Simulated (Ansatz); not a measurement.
# C₃H₃FO: one molecule under many settings

How do the results and run time of C₃H₃FO respond when the settings are drawn wide?

The runs use Ansatz 0.2.0, Gaussian basis; the settings change from run to run.

## (1) The relaxed structure

The structure was relaxed beforehand with PBE0-D4 in a triple-zeta def2 set.

SMILES `C=C=C(O)F`, 8 atoms, charge 0, spin multiplicity 1.

Atoms are counted from 1 here; the program's logs count them from 0.

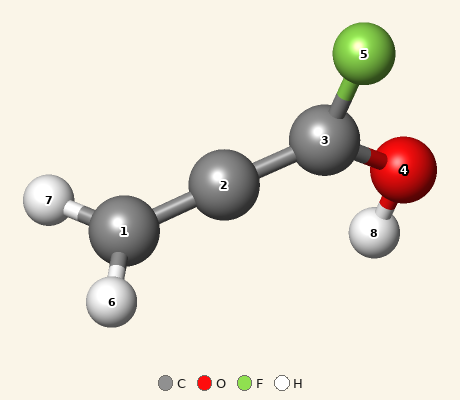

The geometry (carbon grey, oxygen red, fluorine green, hydrogen white); atoms are numbered from 1 in the order of the file.

As a file:

| atom | x (Å) | y (Å) | z (Å) |
| --- | --- | --- | --- |
| C1 | -0.53874 | 1.43322 | -0.29023 |
| C2 | 0.09879 | 0.32508 | -0.04742 |
| C3 | 0.71414 | -0.79775 | 0.19505 |
| O4 | 0.18839 | -2.02687 | 0.32158 |
| F5 | 2.02660 | -0.87117 | 0.35829 |
| H6 | -0.92128 | 2.06222 | 0.51149 |
| H7 | -0.71122 | 1.78493 | -1.30576 |
| H8 | -0.76458 | -1.96677 | 0.20120 |

## (2) wB97/6-31G

This run has charge +1, multiplicity 2, a grid of angular degree 23.

File in.yaml:

```yaml
crystal:
  periodic: [false, false, false]
  atoms:
    - {symbol: C, position_ang: [-0.538739, 1.433225, -0.290234]}
    - {symbol: C, position_ang: [0.098792, 0.325080, -0.047419]}
    - {symbol: C, position_ang: [0.714139, -0.797749, 0.195051]}
    - {symbol: O, position_ang: [0.188388, -2.026867, 0.321584]}
    - {symbol: F, position_ang: [2.026596, -0.871171, 0.358289]}
    - {symbol: H, position_ang: [-0.921279, 2.062217, 0.511488]}
    - {symbol: H, position_ang: [-0.711219, 1.784933, -1.305756]}
    - {symbol: H, position_ang: [-0.764577, -1.966769, 0.201196]}
basis:
  gaussian: {orbitals: 6-31G, final_grid: {core_spheres: 8, valence_spheres: 7, degree: 23}}
total_charge: 1
magnetization: {spin_polarized: true, initial_magnetization: 1}
hamiltonian: {xc: {name: wB97}}
output: {forces: true}
```

On the command line:

```console
ansatz run in.yaml --threads 2 --pin off --events-out ev --progress --plain --max-ram 4352MiB
```

What it wrote (excerpt; [...] marks lines left out):

```text
Functional definition: wB97
  name "wB97"
  cite "Chai & Head-Gordon, J. Chem. Phys. 128, 084106 (2008) doi:10.1063/1.2834918"
  cite "Becke, J. Chem. Phys. 107, 8554 (1997) doi:10.1063/1.475007"
[...]
  # The coefficients of nought are those of the uniform gas.
[...]
      + integral(e_c_pw_opposite_spin*poly(b97_u_opposite, 1, cos1, cos2, cos3, cos4))
627 factors; integrals over basis functions are off by at most 2.6e-4 eV
270 factors; integrals over basis functions are off by at most 1.4e-5 eV
[...]
mean field -7908.26790264 eV, -290.6234850054 hartree, gradient 7.8e-5 eV, S^2 0.759611; 0 other end points of the search recorded, 0 dependent functions left out
[...]
reference -7908.26789841 eV, -290.6234848502 hartree; 19, 18 occupied and 32, 33 virtual orbitals, 627 factors
Total energy: -7908.26789841 eV, -290.6234848502 hartree
Atom 0 at    -0.538739     1.433225    -0.290234 Å, force     0.354202    -0.445209     0.108880 eV/Å
Atom 1 at     0.098792     0.325080    -0.047419 Å, force    -2.497340     4.001780    -0.899710 eV/Å
Atom 2 at     0.714139    -0.797749     0.195051 Å, force     2.195866    -5.105135     1.033131 eV/Å
Atom 3 at     0.188388    -2.026867     0.321584 Å, force     0.685536     1.883673    -0.208717 eV/Å
Atom 4 at     2.026596    -0.871171     0.358289 Å, force     0.671413     0.341202     0.026252 eV/Å
Atom 5 at    -0.921279     2.062217     0.511488 Å, force    -0.046080     0.085796     0.168525 eV/Å
Atom 6 at    -0.711219     1.784933    -1.305756 Å, force    -0.004123     0.030758    -0.192001 eV/Å
Atom 7 at    -0.764577    -1.966769     0.201196 Å, force    -1.359475    -0.792864    -0.036360 eV/Å
Dipole moment:    -1.020140     0.636212    -0.215524 e Å
```

Wall time 1.1 s (2 threads of Arm Neoverse V2, shared host).

Largest force 5.653 eV/Å, ⟨S²⟩ 0.760.

## (3) CCSD(T)/cc-pVDZ

Set apart from the defaults: correlated electrons set to all.

in.yaml, as its differences from that of step 2:

```diff
@@ -12,6 +12,4 @@
 basis:
-  gaussian: {orbitals: 6-31G, final_grid: {core_spheres: 8, valence_spheres: 7, degree: 23}}
-total_charge: 1
-magnetization: {spin_polarized: true, initial_magnetization: 1}
-hamiltonian: {xc: {name: wB97}}
-output: {forces: true}
+  gaussian: {orbitals: cc-pVDZ}
+hamiltonian: {xc: {name: HF}}
+correlation: {method: ccsd_t, electrons: all}
```

Same command.

What it wrote (excerpt; [...] marks lines left out):

```text
Functional definition: HF
  name "HF"
  cite "Fock, Z. Phys. 61, 126 (1930) doi:10.1007/BF01340294"
  parent pbe
[...]
781 factors; integrals over basis functions are off by at most 1.2e-3 eV
[...]
mean field -7880.03857178 eV, -289.5860762307 hartree, gradient 1.3e-6 eV, S^2 0.000000; 0 other end points of the search recorded, 0 dependent functions left out; unrestricted orbitals would lower it
reference -7880.03857178 eV, -289.5860762307 hartree; 19, 19 occupied and 66, 66 virtual orbitals, 781 factors
second order -20.77772322 eV of doubles, -0.00000000 eV of singles
cycle   1  -20.92351382 eV  change   -1.5e-1 eV  update   1.1e-1
[...]
cycle   9  -21.57039796 eV  change   -1.9e-5 eV  update   2.3e-5
perturbative correction -0.67444334 eV, -0.0247853355 hartree
Total energy: -7902.28341307 eV, -290.4035590704 hartree
```

Wall time 6.5 s (2 threads of Arm Neoverse V2, shared host).

T1 0.011.

## (4) LC-wPBE/def2-mTZVP

This run has a grid of angular degree 11, relativity set to scalar.

in.yaml, as its differences from that of step 3:

```diff
@@ -12,4 +12,3 @@
 basis:
-  gaussian: {orbitals: cc-pVDZ}
-hamiltonian: {xc: {name: HF}}
-correlation: {method: ccsd_t, electrons: all}
+  gaussian: {orbitals: def2-mTZVP, final_grid: {core_spheres: 5, valence_spheres: 4, degree: 11}}
+hamiltonian: {xc: {name: LC-wPBE}, pseudopotentials: {relativity: scalar}}
```

Launched as before.

What it wrote (excerpt; [...] marks lines left out):

```text
Functional definition: LC-wPBE
  name "LC-wPBE"
  cite "Vydrov & Scuseria, J. Chem. Phys. 125, 234109 (2006) doi:10.1063/1.2409292"
  cite "Heyd & Scuseria, J. Chem. Phys. 120, 7274 (2004) doi:10.1063/1.1668634"
  cite "Ernzerhof & Perdew, J. Chem. Phys. 109, 3313 (1998) doi:10.1063/1.476928"
  cite "Perdew, Burke & Ernzerhof, Phys. Rev. Lett. 77, 3865 (1996) doi:10.1103/PhysRevLett.77.3865"
  parent pbe
[...]
979 factors; their error is unknown
325 factors; integrals over basis functions are off by at most 2.2e-5 eV
[...]
mean field -7923.96703098 eV, -291.2004173308 hartree, gradient 3.6e-5 eV, S^2 0.000000; 0 other end points of the search recorded, 0 dependent functions left out
reference -7923.96703099 eV, -291.2004173309 hartree; 19, 19 occupied and 90, 90 virtual orbitals, 979 factors
Total energy: -7923.96703099 eV, -291.2004173309 hartree
Relativity: scalar
```

Wall time 0.75 s (2 threads of Arm Neoverse V2, shared host).

## (5) BHLYP/def2-SVPD

This run has D3(BJ) dispersion.

in.yaml, as its differences from that of step 4:

```diff
@@ -12,3 +12,3 @@
 basis:
-  gaussian: {orbitals: def2-mTZVP, final_grid: {core_spheres: 5, valence_spheres: 4, degree: 11}}
-hamiltonian: {xc: {name: LC-wPBE}, pseudopotentials: {relativity: scalar}}
+  gaussian: {orbitals: def2-SVPD}
+hamiltonian: {xc: {name: BHLYP}, dispersion: d3bj}
```

Same command.

What it wrote:

```text
Functional definition: BHLYP
  name "BHLYP"
  cite "Becke, J. Chem. Phys. 98, 1372 (1993) doi:10.1063/1.464304"
  cite "Becke, Phys. Rev. A 38, 3098 (1988) doi:10.1103/PhysRevA.38.3098"
  cite "Lee, Yang & Parr, Phys. Rev. B 37, 785 (1988) doi:10.1103/PhysRevB.37.785"
  parameter a = 0.5
  exchange = (1 - a)*b88_x + a*exact_x
  correlation = lyp_c
1178 factors; their error is unknown
mean field evaluation 1: about -7907.9692 eV, gradient 4.4e1 eV
mean field evaluation 2: about -7908.7181 eV, gradient 4.1e1 eV
mean field evaluation 4: about -7911.8329 eV, gradient 1.6e0 eV
mean field evaluation 8: about -7911.8385 eV, gradient 2.2e-2 eV
mean field evaluation 16: about -7911.9079 eV, gradient 7.2e-5 eV
mean field -7911.90790785 eV, -290.7572527298 hartree, gradient 7.2e-5 eV, S^2 0.000000; 0 other end points of the search recorded, 0 dependent functions left out
reference -7911.90808400 eV, -290.7572592031 hartree; 19, 19 occupied and 111, 111 virtual orbitals, 1178 factors
Total energy: -7912.06991791 eV, -290.7632064895 hartree
```

Run time: 1.4 s. Hardware: 2 threads of Arm Neoverse V2, shared host.

## (6) r2SCAN50/6-31G*

Set apart from the defaults: atoms shaken by 0.03 Å.

File in.yaml:

```yaml
crystal:
  periodic: [false, false, false]
  atoms:
    - {symbol: C, position_ang: [-0.550342, 1.452287, -0.376295]}
    - {symbol: C, position_ang: [0.104969, 0.354401, -0.063460]}
    - {symbol: C, position_ang: [0.718519, -0.849470, 0.216027]}
    - {symbol: O, position_ang: [0.180849, -2.041279, 0.322382]}
    - {symbol: F, position_ang: [1.981092, -0.865461, 0.346815]}
    - {symbol: H, position_ang: [-0.872600, 2.069921, 0.545542]}
    - {symbol: H, position_ang: [-0.715647, 1.787699, -1.296837]}
    - {symbol: H, position_ang: [-0.759036, -2.019702, 0.243327]}
basis:
  gaussian: {orbitals: "6-31G*"}
hamiltonian: {xc: {name: r2SCAN50}}
```

The command is unchanged.

What it wrote (excerpt; [...] marks lines left out):

```text
Functional definition: r2SCAN50
  name "r2SCAN50"
  cite "Bursch, Neugebauer, Ehlert & Grimme, J. Chem. Phys. 156, 134105 (2022) doi:10.1063/5.0086040"
  cite "Furness, Kaplan, Ning, Perdew & Sun, J. Phys. Chem. Lett. 11, 8208 (2020) doi:10.1021/acs.jpclett.0c02405"
  cite "Furness, Kaplan, Ning, Perdew & Sun, J. Phys. Chem. Lett. 11, 9248 (2020) doi:10.1021/acs.jpclett.0c03077"
  parent r2scan
[...]
948 factors; their error is unknown
[...]
mean field -7914.42604224 eV, -290.8497924617 hartree, gradient 2.5e-5 eV, S^2 0.000000; 0 other end points of the search recorded, 0 dependent functions left out
reference -7914.42604511 eV, -290.8497925672 hartree; 19, 19 occupied and 62, 62 virtual orbitals, 948 factors
Total energy: -7914.42604511 eV, -290.8497925672 hartree
```

It took 1.6 s on 2 threads of Arm Neoverse V2, shared host.

## (7) CCSD(T)/aug-cc-pVDZ

Set apart from the defaults: atoms shaken by 0.03 Å.

File in.yaml:

```yaml
crystal:
  periodic: [false, false, false]
  atoms:
    - {symbol: C, position_ang: [-0.512141, 1.395393, -0.322172]}
    - {symbol: C, position_ang: [0.079999, 0.358455, -0.063886]}
    - {symbol: C, position_ang: [0.692911, -0.829519, 0.167046]}
    - {symbol: O, position_ang: [0.188166, -1.999085, 0.307003]}
    - {symbol: F, position_ang: [2.038796, -0.896460, 0.399128]}
    - {symbol: H, position_ang: [-0.925785, 2.043705, 0.519242]}
    - {symbol: H, position_ang: [-0.760850, 1.829137, -1.341844]}
    - {symbol: H, position_ang: [-0.796905, -1.977606, 0.195793]}
basis:
  gaussian: {orbitals: aug-cc-pVDZ}
hamiltonian: {xc: {name: HF}}
correlation: {method: ccsd_t}
```

The command is unchanged.

What it wrote (excerpt; [...] marks lines left out):

```text
Functional definition: HF
  name "HF"
  cite "Fock, Z. Phys. 61, 126 (1930) doi:10.1007/BF01340294"
  parent pbe
[...]
1397 factors; integrals over basis functions are off by at most 7.3e-4 eV
[...]
mean field -7879.90160534 eV, -289.5810428069 hartree, gradient 4.5e-6 eV, S^2 0.000000; 0 other end points of the search recorded, 0 dependent functions left out
5 core orbitals not correlated: weight in the atoms' cores, before any rotation towards them, 1.000 or more for the frozen orbitals, at most 0.000 for the correlated occupied ones
reference -7879.90160534 eV, -289.5810428069 hartree; 14, 14 occupied and 123, 123 virtual orbitals, 1397 factors
second order -21.67846550 eV of doubles, -0.00000000 eV of singles
cycle   1  -21.70100444 eV  change   -2.3e-2 eV  update   1.1e-1
[...]
cycle  10  -22.39857449 eV  change   -2.8e-5 eV  update   1.6e-5
perturbative correction -0.83012508 eV, -0.0305065340 hartree
Total energy: -7903.13030491 eV, -290.4346817712 hartree
```

It took 24 s on 2 threads of Arm Neoverse V2, shared host; peak memory 1.1 GiB.

T1 0.014.

## (8) r2SCAN0/cc-pVTZ-DK

Options: density fitting with def2-universal-jkfit, D4 dispersion, high accuracy, the search for lower states set to light.

File in.yaml:

```yaml
crystal:
  periodic: [false, false, false]
  atoms:
    - {symbol: C, position_ang: [-0.538739, 1.433225, -0.290234]}
    - {symbol: C, position_ang: [0.098792, 0.325080, -0.047419]}
    - {symbol: C, position_ang: [0.714139, -0.797749, 0.195051]}
    - {symbol: O, position_ang: [0.188388, -2.026867, 0.321584]}
    - {symbol: F, position_ang: [2.026596, -0.871171, 0.358289]}
    - {symbol: H, position_ang: [-0.921279, 2.062217, 0.511488]}
    - {symbol: H, position_ang: [-0.711219, 1.784933, -1.305756]}
    - {symbol: H, position_ang: [-0.764577, -1.966769, 0.201196]}
basis:
  gaussian: {orbitals: cc-pVTZ-DK, fitting: {mean_field: def2-universal-jkfit}}
hamiltonian: {xc: {name: r2SCAN0}, dispersion: d4}
accuracy: high
scf: {lower_state_search: light}
output: {forces: true}
```

Launched as before.

What it wrote (excerpt; [...] marks lines left out):

```text
Functional definition: r2SCAN0
  name "r2SCAN0"
  cite "Bursch, Neugebauer, Ehlert & Grimme, J. Chem. Phys. 156, 134105 (2022) doi:10.1063/5.0086040"
  cite "Furness, Kaplan, Ning, Perdew & Sun, J. Phys. Chem. Lett. 11, 8208 (2020) doi:10.1021/acs.jpclett.0c02405"
  cite "Furness, Kaplan, Ning, Perdew & Sun, J. Phys. Chem. Lett. 11, 9248 (2020) doi:10.1021/acs.jpclett.0c03077"
  parent r2scan
[...]
433 factors; integrals over basis functions are off by at most 9.4e-1 eV
[...]
mean field -7924.38524732 eV, -291.2157864979 hartree, gradient 8.7e-9 eV, S^2 0.000000; 0 other end points of the search recorded, 0 dependent functions left out
[...]
reference -7924.38524787 eV, -291.2157865182 hartree; 19, 19 occupied and 173, 173 virtual orbitals, 433 factors
Total energy: -7924.41992252 eV, -291.2170607880 hartree
Relativity: scalar
Atom 0 at    -0.538739     1.433225    -0.290234 Å, force     0.051063    -0.091551     0.019894 eV/Å
Atom 1 at     0.098792     0.325080    -0.047419 Å, force     0.022703    -0.030057     0.007112 eV/Å
Atom 2 at     0.714139    -0.797749     0.195051 Å, force    -0.028015     0.132691    -0.023467 eV/Å
Atom 3 at     0.188388    -2.026867     0.321584 Å, force    -0.192287     0.179267    -0.049963 eV/Å
Atom 4 at     2.026596    -0.871171     0.358289 Å, force    -0.283441    -0.005558    -0.032113 eV/Å
Atom 5 at    -0.921279     2.062217     0.511488 Å, force     0.072389    -0.119706    -0.139762 eV/Å
Atom 6 at    -0.711219     1.784933    -1.305756 Å, force     0.035805    -0.070606     0.181354 eV/Å
Atom 7 at    -0.764577    -1.966769     0.201196 Å, force     0.321783     0.005520     0.036945 eV/Å
Dipole moment:    -0.520131     0.129530    -0.080289 e Å
```

It took 8 s on 2 threads of Arm Neoverse V2, shared host.

Largest force 0.324 eV/Å, dipole 2.60 D.

## (9) RPBE/pcseg-2

Options: charge +1, multiplicity 2, finite nuclei, relativity set to scalar.

in.yaml, as its differences from that of step 8:

```diff
@@ -12,6 +12,6 @@
 basis:
-  gaussian: {orbitals: cc-pVTZ-DK, fitting: {mean_field: def2-universal-jkfit}}
-hamiltonian: {xc: {name: r2SCAN0}, dispersion: d4}
-accuracy: high
-scf: {lower_state_search: light}
+  gaussian: {orbitals: pcseg-2, nuclear_model: gaussian}
+total_charge: 1
+magnetization: {spin_polarized: true, initial_magnetization: 1}
+hamiltonian: {xc: {name: RPBE}, pseudopotentials: {relativity: scalar}}
 output: {forces: true}
```

The command is unchanged.

What it wrote (excerpt; [...] marks lines left out):

```text
Functional definition: RPBE
  name "RPBE"
  cite "Hammer, Hansen & Nørskov, Phys. Rev. B 59, 7413 (1999) doi:10.1103/PhysRevB.59.7413"
  cite "Perdew, Burke & Ernzerhof, Phys. Rev. Lett. 77, 3865 (1996) doi:10.1103/PhysRevLett.77.3865"
[...]
945 factors; their error is unknown
[...]
mean field -7920.73202712 eV, -291.0815331317 hartree, gradient 7.2e-5 eV, S^2 0.754188; 1 other end points of the search recorded, 0 dependent functions left out
[...]
reference -7920.73206332 eV, -291.0815344622 hartree; 19, 18 occupied and 173, 174 virtual orbitals, 945 factors
Total energy: -7920.73206332 eV, -291.0815344622 hartree
Relativity: scalar
Atom 0 at    -0.538739     1.433225    -0.290234 Å, force     0.416213    -0.644884     0.146529 eV/Å
Atom 1 at     0.098792     0.325080    -0.047419 Å, force    -2.203659     3.820265    -0.838010 eV/Å
Atom 2 at     0.714139    -0.797749     0.195051 Å, force     2.683525    -5.078411     1.085134 eV/Å
Atom 3 at     0.188388    -2.026867     0.321584 Å, force     0.960244     1.398614    -0.102448 eV/Å
Atom 4 at     2.026596    -0.871171     0.358289 Å, force    -0.601893     0.415491    -0.132595 eV/Å
Atom 5 at    -0.921279     2.062217     0.511488 Å, force    -0.126175     0.214840     0.315945 eV/Å
Atom 6 at    -0.711219     1.784933    -1.305756 Å, force    -0.044915     0.107869    -0.384858 eV/Å
Atom 7 at    -0.764577    -1.966769     0.201196 Å, force    -1.083341    -0.233785    -0.089698 eV/Å
Dipole moment:    -0.851755     0.487640    -0.173293 e Å
```

Run time: 4.1 s. Hardware: 2 threads of Arm Neoverse V2, shared host.

Largest force 5.845 eV/Å, ⟨S²⟩ 0.754.

## (10) PBE-QIDH/def2-TZVPP

Options: the search for lower states set to light.

in.yaml, as its differences from that of step 9:

```diff
@@ -12,6 +12,5 @@
 basis:
-  gaussian: {orbitals: pcseg-2, nuclear_model: gaussian}
-total_charge: 1
-magnetization: {spin_polarized: true, initial_magnetization: 1}
-hamiltonian: {xc: {name: RPBE}, pseudopotentials: {relativity: scalar}}
+  gaussian: {orbitals: def2-TZVPP}
+hamiltonian: {xc: {name: PBE-QIDH}}
+scf: {lower_state_search: light}
 output: {forces: true}
```

Launched as before.

What it wrote (excerpt; [...] marks lines left out):

```text
Functional definition: PBE-QIDH
  name "PBE-QIDH"
  cite "Brémond, Sancho-García, Pérez-Jiménez & Adamo, J. Chem. Phys. 141, 031101 (2014) doi:10.1063/1.4890314"
  cite "Perdew, Burke & Ernzerhof, Phys. Rev. Lett. 77, 3865 (1996) doi:10.1103/PhysRevLett.77.3865"
[...]
1238 factors; integrals over basis functions are off by at most 1.1e-3 eV
[...]
mean field -7905.29558157 eV, -290.5142542210 hartree, gradient 3.9e-6 eV, S^2 0.000000; 0 other end points of the search recorded, 0 dependent functions left out
5 core orbitals not correlated: weight in the atoms' cores, before any rotation towards them, 1.000 or more for the frozen orbitals, at most 0.000 for the correlated occupied ones
reference -7905.29559135 eV, -290.5142545803 hartree; 14, 14 occupied and 178, 178 virtual orbitals, 1238 factors
second order -28.92095470 eV of doubles, -0.00000000 eV of singles
[...]
Total energy: -7914.93590958 eV, -290.8685297408 hartree
Atom 0 at    -0.538739     1.433225    -0.290234 Å, force    -0.112609     0.191411    -0.042205 eV/Å
Atom 1 at     0.098792     0.325080    -0.047419 Å, force     0.082520    -0.133578     0.029819 eV/Å
Atom 2 at     0.714139    -0.797749     0.195051 Å, force     0.114562    -0.044498     0.020077 eV/Å
Atom 3 at     0.188388    -2.026867     0.321584 Å, force    -0.222234     0.211208    -0.058310 eV/Å
Atom 4 at     2.026596    -0.871171     0.358289 Å, force    -0.352469     0.004150    -0.041601 eV/Å
Atom 5 at    -0.921279     2.062217     0.511488 Å, force     0.086220    -0.144194    -0.144383 eV/Å
Atom 6 at    -0.711219     1.784933    -1.305756 Å, force     0.047414    -0.092167     0.195944 eV/Å
Atom 7 at    -0.764577    -1.966769     0.201196 Å, force     0.356595     0.007668     0.040660 eV/Å
Dipole moment:    -0.532412     0.155691    -0.085700 e Å
```

Wall time 11 s (2 threads of Arm Neoverse V2, shared host); peak memory 0.62 GiB.

Largest force 0.359 eV/Å, dipole 2.70 D.

## (11) All runs side by side

| level | charge | multiplicity | geometry | functions | energy (eV) | time |
| --- | --- | --- | --- | --- | --- | --- |
| wB97/6-31G | 1 | 2 | relaxed | 51 | -7908.268 | 1.1 s |
| CCSD(T)/cc-pVDZ | 0 | 1 | relaxed | 85 | -7902.283 | 6.5 s |
| LC-wPBE/def2-mTZVP | 0 | 1 | relaxed | 109 | -7923.967 | 0.75 s |
| BHLYP/def2-SVPD | 0 | 1 | relaxed | 130 | -7912.070 | 1.4 s |
| r2SCAN50/6-31G* | 0 | 1 | shaken | 81 | -7914.426 | 1.6 s |
| CCSD(T)/aug-cc-pVDZ | 0 | 1 | shaken | 142 | -7903.130 | 24 s |
| r2SCAN0/cc-pVTZ-DK | 0 | 1 | relaxed | 192 | -7924.420 | 8 s |
| RPBE/pcseg-2 | 1 | 2 | relaxed | 192 | -7920.732 | 4.1 s |
| PBE-QIDH/def2-TZVPP | 0 | 1 | relaxed | 197 | -7914.936 | 11 s |

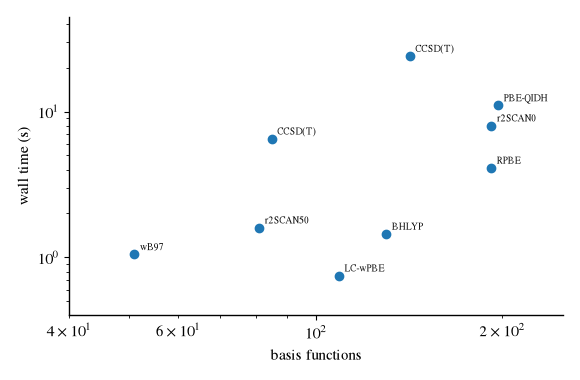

Wall time against the number of basis functions (shared host).

## (12) What came out

```
                                         quantity                       value
                                             runs                           9
                                         quickest  LC-wPBE/def2-mTZVP, 0.75 s
                                          slowest   CCSD(T)/aug-cc-pVDZ, 24 s
spread of total energies, same state and geometry                     22.1 eV
                  dipole, same state and geometry              2.60 to 2.70 D
```

Run time spans a factor of 32, from LC-wPBE/def2-mTZVP to CCSD(T)/aug-cc-pVDZ. The jobs differ in tasks and options as well as level. The totals spread over 22 eV; they can't be compared across methods or bases. At the PBE0-D4/def2-TZVP geometry and in the same state, runs without warnings or point charges leave forces up to 0.36 eV/Å (PBE-QIDH/def2-TZVPP).
